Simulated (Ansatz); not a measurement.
# BrCl₂H₃Si (built from SMILES Br.Cl[SiH2]Cl): search for a transition state, part 2 of 2

Ansatz 0.2.0, Gaussian basis; PBE0-D4. Earlier steps stand in the parts before.

### 6 Vibrations at the point found

vib/in.yaml reads:

```yaml
crystal:
  periodic: [false, false, false]
  atoms:
    - {symbol: Si, position_ang: [-0.029918, -0.470495, 0.006718]}
    - {symbol: H, position_ang: [-0.556780, 0.948344, 0.727584]}
    - {symbol: Cl, position_ang: [-1.129328, -0.658158, -1.672809]}
    - {symbol: Cl, position_ang: [-1.149992, -1.328354, 1.525377]}
    - {symbol: H, position_ang: [1.222198, -1.214662, 0.139677]}
    - {symbol: H, position_ang: [0.116674, 1.309603, 0.224063]}
    - {symbol: Br, position_ang: [1.527046, 1.413722, -0.950510]}
basis:
  gaussian: {orbitals: def2-TZVP}
hamiltonian: {xc: pbe0, dispersion: d4}
phonons: {temperatures: {t_min: 298.15, t_max: 900, t_step: 200}}
```

On the command line:

```
$ ansatz run in.yaml --threads 4 --pin off --events-out ev --progress --plain --max-ram 9574MiB
```

The log of the run, cut to the lines that bear on the results:

```text
Functional definition: PBE0
  name "PBE0"
  cite "Adamo & Barone, J. Chem. Phys. 110, 6158 (1999) doi:10.1063/1.478522"
  cite "Perdew, Burke & Ernzerhof, Phys. Rev. Lett. 77, 3865 (1996) doi:10.1103/PhysRevLett.77.3865"
  parent pbe
[...]
1349 factors; their error is unknown
[...]
mean field -103000.77015814 eV, -3785.2084868821 hartree, gradient 2.3e-5 eV, S^2 0.000000; 0 other end points of the search recorded, 0 dependent functions left out
[...]
reference -103000.77018747 eV, -3785.2084879599 hartree; 43, 43 occupied and 134, 134 virtual orbitals, 1349 factors
[... from here to the last solve, the lines of the solves are left out (41 solves) ...]
1349 factors; their error is unknown
mean field -103000.77017105 eV, -3785.2084873567 hartree, gradient 1.1e-6 eV, S^2 0.000000; 0 other end points of the search recorded, 0 dependent functions left out
[...]
reference -103000.77020038 eV, -3785.2084884345 hartree; 43, 43 occupied and 134, 134 virtual orbitals, 1349 factors
WARN: phonons: modes at or below zero, which the zero-point energy, F, S and C_V leave out: 1, the lowest at -746.03 cm⁻¹. A minimum has none, and a first-order saddle one
Total energy: -103000.96826743 eV, -3785.2157672640 hartree
Atom 0 at    -0.029918    -0.470495     0.006718 Å, force     0.000949     0.001938     0.000714 eV/Å
Atom 1 at    -0.556780     0.948344     0.727584 Å, force    -0.000617     0.000964    -0.001168 eV/Å
Atom 2 at    -1.129328    -0.658158    -1.672809 Å, force    -0.000178     0.000040     0.000576 eV/Å
Atom 3 at    -1.149992    -1.328354     1.525377 Å, force    -0.000624    -0.000025    -0.000874 eV/Å
Atom 4 at     1.222198    -1.214662     0.139677 Å, force     0.000850    -0.001058     0.000207 eV/Å
Atom 5 at     0.116674     1.309603     0.224063 Å, force    -0.001278    -0.002282     0.002968 eV/Å
Atom 6 at     1.527046     1.413722    -0.950510 Å, force     0.000898     0.000423    -0.002423 eV/Å
Dipole moment:    -0.173363    -0.085507     0.196124 e Å
Vibrations: -746.03 60.02 163.33 244.19 310.05 369.30 517.61 576.45 643.94 892.67 924.43 1089.80 1517.46 2316.70 2341.34 cm⁻¹, zero-point energy 0.741878 eV
```

It took 1.9 min on 4 threads of Arm Neoverse V1, shared host.

The modes, with what each moves most:

```csv
mode,wavenumber (cm⁻¹),character
1,746i,"changes H2–H6, Si1–H2, H6–Br7"
2,60,bend
3,163,bend
4,244,bend
5,310,"not assigned (largely outside the bonds, angles and torsions drawn)"
6,369,bend
7,518,Si–Cl stretch
8,576,Si–Cl stretch with bend
9,644,bend
10,893,"not assigned (largely outside the bonds, angles and torsions drawn)"
11,924,"not assigned (largely outside the bonds, angles and torsions drawn)"
12,1090,"not assigned (largely outside the bonds, angles and torsions drawn)"
13,1517,"not assigned (largely outside the bonds, angles and torsions drawn)"
14,2317,Si–H stretch
15,2341,"not assigned (largely outside the bonds, angles and torsions drawn)"
```

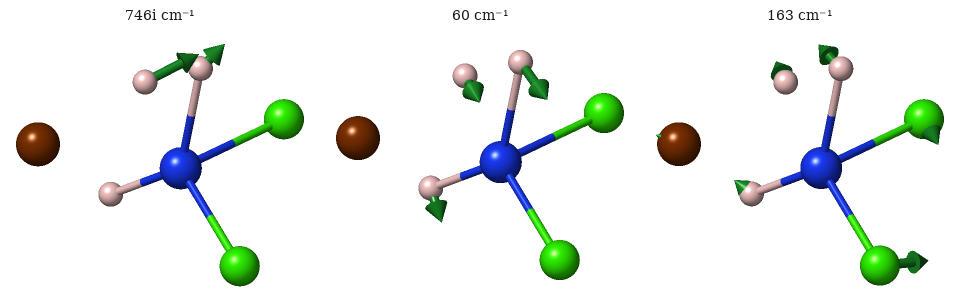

Displacements of 3 modes, as arrows.

Vibrational sums (real modes only):

```csv
T (K),entropy (J/mol/K),heat capacity (J/mol/K)
298,54.5,56.1
498,88.5,76.1
698,116.2,88.0
898,139.3,95.7
```

### 7 Relaxing after a step of 0.30 Å one way along the mode

downa/in.yaml reads:

```yaml
crystal:
  periodic: [false, false, false]
  atoms:
    - {symbol: Si, position_ang: [0.129788, -0.439923, -0.075302]}
    - {symbol: H, position_ang: [-0.553390, 1.058221, 0.772705]}
    - {symbol: Cl, position_ang: [-1.124235, -0.631768, -1.652841]}
    - {symbol: Cl, position_ang: [-1.115072, -1.227571, 1.444694]}
    - {symbol: H, position_ang: [1.279568, -1.285715, 0.133538]}
    - {symbol: H, position_ang: [-0.143772, 1.265411, 0.366242]}
    - {symbol: Br, position_ang: [1.527013, 1.261346, -0.988936]}
basis:
  gaussian: {orbitals: def2-TZVP}
hamiltonian: {xc: pbe0, dispersion: d4}
relax: {f_tol: 0.005, max_steps: 200}
```

On the command line:

```
$ ansatz run in.yaml --threads 4 --pin off --events-out ev --progress --plain --max-ram 9574MiB
```

The log of the run, cut to the lines that bear on the results:

```text
[... 5 set-up lines as earlier in the session ...]
[...]
1349 factors; their error is unknown
[...]
mean field -103000.42851994 eV, -3785.1959319098 hartree, gradient 2.5e-5 eV, S^2 0.000000; 0 other end points of the search recorded, 0 dependent functions left out
[...]
reference -103000.42854873 eV, -3785.1959329679 hartree; 43, 43 occupied and 134, 134 virtual orbitals, 1349 factors
relax step   1: F+E_penalty+E_count = -103000.63150655 eV  Δ(F+E_penalty+E_count) = +0.000e0 eV  max|allowed force component| = 6.195e0 eV/Å  Δτ_max = 0.0000 Å  (26 SCF iters, accepted)
[...]
reference -103002.93527384 eV, -3785.2880534166 hartree; 43, 43 occupied and 134, 134 virtual orbitals, 1349 factors
Total energy: -103003.13001313 eV, -3785.2952099536 hartree
Atom 0 at     0.556019    -1.002442    -0.308488 Å, force     0.000923     0.000563    -0.000502 eV/Å
Atom 1 at    -1.638040     2.073676     0.815703 Å, force     0.003705     0.001731    -0.001555 eV/Å
Atom 2 at    -1.001291    -0.701942    -1.576317 Å, force    -0.000062    -0.000474     0.000552 eV/Å
Atom 3 at    -0.140616    -1.189746     1.589607 Å, force    -0.000321    -0.000366    -0.000136 eV/Å
Atom 4 at     1.262024    -2.234256    -0.690024 Å, force    -0.000649     0.000440     0.000169 eV/Å
Atom 5 at    -0.985574     2.361310     0.595296 Å, force    -0.003724    -0.001725     0.001470 eV/Å
Atom 6 at     1.947378     0.693401    -0.425677 Å, force     0.000128    -0.000170     0.000001 eV/Å
Dipole moment:     0.076589    -0.123917    -0.039604 e Å
```

It took 100 s on 4 threads of Arm Neoverse V1, shared host.

Along the way:

```csv
step,energy from step 1 (eV),largest force component (eV/Å)
1,0.0000,6.1949
2,-0.8520,1.1845
3,-1.2364,1.0589
4,-1.7007,0.9806
5,-2.0805,0.6190
6,-2.3149,0.5872
7,-2.4437,0.1961
8,-2.4856,0.0624
9,-2.4938,0.1061
10,-2.4977,0.0778
11,-2.4981,0.0400
12,-2.4983,0.0242
13,-2.4983,0.0144
14,-2.4983,0.0050
15,-2.4984,0.0086
16,-2.4984,0.0084
17,-2.4984,0.0101
18,-2.4984,0.0088
19,-2.4984,0.0007
20,-2.4984,0.0294
21,-2.4984,0.0071
22,-2.4984,0.0007
23,-2.4985,0.0146
24,-2.4985,0.0089
25,-2.4985,0.0033
26,-2.4984,0.0416
27,-2.4985,0.0056
28,-2.4985,0.0189
29,-2.4985,0.0037
```

Distances of close pairs at the start and the end, largest changes first:

```csv
bond,before (Å),after (Å),change (Å)
Si1–Br7,2.384,2.197,-0.187
H2–H6,0.613,0.746,+0.133
Si1–Cl4,2.117,2.031,-0.086
Si1–H5,1.443,1.470,+0.028
Si1–Cl3,2.024,2.030,+0.006
```

### 8 Relaxing after a step of 0.30 Å the other way along the mode

downb/in.yaml reads:

```yaml
crystal:
  periodic: [false, false, false]
  atoms:
    - {symbol: Si, position_ang: [-0.189625, -0.501067, 0.088738]}
    - {symbol: H, position_ang: [-0.560171, 0.838468, 0.682463]}
    - {symbol: Cl, position_ang: [-1.134421, -0.684548, -1.692777]}
    - {symbol: Cl, position_ang: [-1.184911, -1.429137, 1.606061]}
    - {symbol: H, position_ang: [1.164827, -1.143610, 0.145815]}
    - {symbol: H, position_ang: [0.377121, 1.353795, 0.081885]}
    - {symbol: Br, position_ang: [1.527079, 1.566099, -0.912084]}
basis:
  gaussian: {orbitals: def2-TZVP}
hamiltonian: {xc: pbe0, dispersion: d4}
relax: {f_tol: 0.005, max_steps: 200}
```

On the command line:

```
$ ansatz run in.yaml --threads 4 --pin off --events-out ev --progress --plain --max-ram 9574MiB
```

The log of the run, cut to the lines that bear on the results:

```text
[... 5 set-up lines as earlier in the session ...]
[...]
1349 factors; their error is unknown
[...]
mean field -103001.25363427 eV, -3785.2262543020 hartree, gradient 2.5e-5 eV, S^2 0.000000; 0 other end points of the search recorded, 0 dependent functions left out
[...]
reference -103001.25366397 eV, -3785.2262553935 hartree; 43, 43 occupied and 134, 134 virtual orbitals, 1349 factors
relax step   1: F+E_penalty+E_count = -103001.44546465 eV  Δ(F+E_penalty+E_count) = +0.000e0 eV  max|allowed force component| = 9.993e-1 eV/Å  Δτ_max = 0.0000 Å  (27 SCF iters, accepted)
[...]
reference -103002.27497799 eV, -3785.2637879917 hartree; 43, 43 occupied and 134, 134 virtual orbitals, 1349 factors
Total energy: -103002.44115555 eV, -3785.2698949041 hartree
Atom 0 at    -0.409705    -0.737386     0.476769 Å, force    -0.000154     0.001541    -0.001240 eV/Å
Atom 1 at    -0.491200     0.383116     1.430451 Å, force     0.000171    -0.000773    -0.000637 eV/Å
Atom 2 at    -1.190571    -0.110814    -1.315985 Å, force     0.000630    -0.000428     0.001445 eV/Å
Atom 3 at    -1.527806    -2.287855     1.187056 Å, force    -0.000293    -0.001076     0.000204 eV/Å
Atom 4 at     0.964707    -1.212686     0.238347 Å, force    -0.000751     0.000652     0.000445 eV/Å
Atom 5 at     0.773013     1.763618    -1.397942 Å, force     0.002090     0.000938     0.001686 eV/Å
Atom 6 at     1.881461     2.202008    -0.618594 Å, force    -0.001693    -0.000854    -0.001903 eV/Å
Dipole moment:     0.044283     0.008195     0.041492 e Å
```

It took 2.2 min on 4 threads of Arm Neoverse V1, shared host.

The steps of the relaxation: (not every step is listed) (the energy doesn't fall at every step)

```csv
step,energy from step 1 (eV),largest force component (eV/Å)
1,0.0000,0.9993
2,-0.4701,1.1010
3,-0.7248,0.9956
4,-0.8656,0.3566
5,-0.9157,0.1122
6,-0.9274,0.0546
7,-0.9349,0.0383
8,-0.9405,0.2543
9,-0.9427,0.2687
11,-0.9577,0.0602
13,-0.9632,0.0480
15,-0.9644,0.0067
17,-0.9650,0.0223
19,-0.9657,0.1382
21,-0.9689,0.0560
23,-0.9711,0.0208
25,-0.9687,0.4833
27,-0.9748,0.1345
29,-0.9770,0.0673
31,-0.9804,0.1712
33,-0.9879,0.0252
35,-0.9787,0.6625
37,-0.9938,0.1745
38,-0.9949,0.0445
39,-0.9952,0.0223
40,-0.9955,0.0169
41,-0.9956,0.0027
42,-0.9957,0.0021
```

Close pairs (by a distance rule), those that changed most:

```csv
bond,before (Å),after (Å),change (Å)
H6–Br7,1.535,1.424,-0.111
Si1–H2,1.511,1.474,-0.038
Si1–Cl3,2.025,2.053,+0.028
Si1–H5,1.500,1.474,-0.027
Si1–Cl4,2.038,2.039,+0.001
```

### 9 The three structures

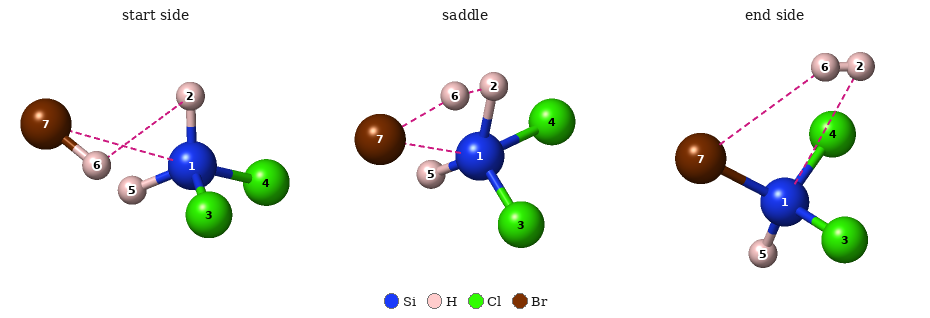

The minimum on the start side, the saddle and the minimum on the end side; broken lines mark the pairs that change.

```csv
pair,start side (Å),saddle (Å),end side (Å)
Si1–Br7,3.884,2.625,2.197
H2–H6,3.392,0.915,0.746
Si1–H2,1.474,1.676,3.942
H6–Br7,1.424,1.838,3.525
```

### 10 What came out

The summary covers parts 1 to 2.

```
                       quantity                                                       value
                 imaginary mode                                                   746i cm⁻¹
    barrier from the start side                                                142.1 kJ/mol
      barrier from the end side                                                208.6 kJ/mol
             energy of the step                                                -66.5 kJ/mol
              pairs that change  Si1–Br7 formed, H2–H6 formed, Si1–H2 broken, H6–Br7 broken
zero-point energy at the saddle                                                    0.742 eV
```

What this shows: One imaginary mode, 746i cm⁻¹, makes this a first-order saddle. The two relaxations end on the structures that were planned. At PBE0-D4/def2-TZVP the electronic barrier is 142.1 kJ/mol, about 57 kT at 298 K, and the step runs 66.5 kJ/mol downhill. A step off the saddle overshot and began above it in energy, so the link to its end is likely but not proven.
